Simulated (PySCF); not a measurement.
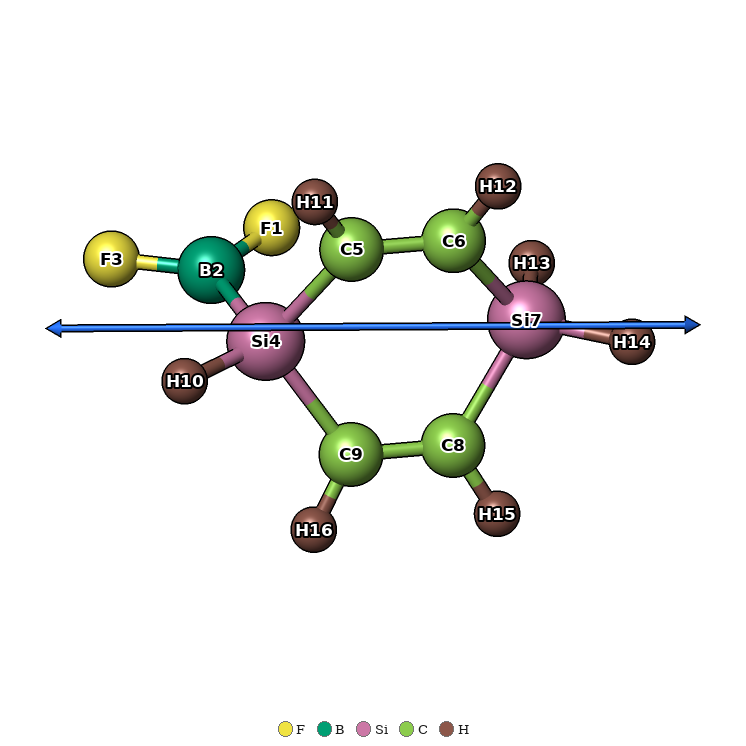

The double arrow shows the direction of the transition dipole to excited singlet state 6 (its length means nothing). The geometry was computed by an optimisation with GFN2-xTB. No frequency run is at hand to confirm it as a minimum. Method: TDDFT CAM-B3LYP/def2-SVPD, vertical, gas phase, core orbitals frozen in the response (PySCF 2.14.0).

> How is the transition polarised?

Nearly parallel to the C8–C9 bond.

> Where does the transition lie, and how strong is it?

6.59 eV (188 nm), oscillator strength 0.19, mainly HOMO → LUMO+1 (weight 0.54); transition dipole 2.77 D.

The geometry is semi-empirical. Around B, Si such bond lengths and angles can be off by a tenth of an ångström or more and by several degrees, and values that hang on the shape move with them.
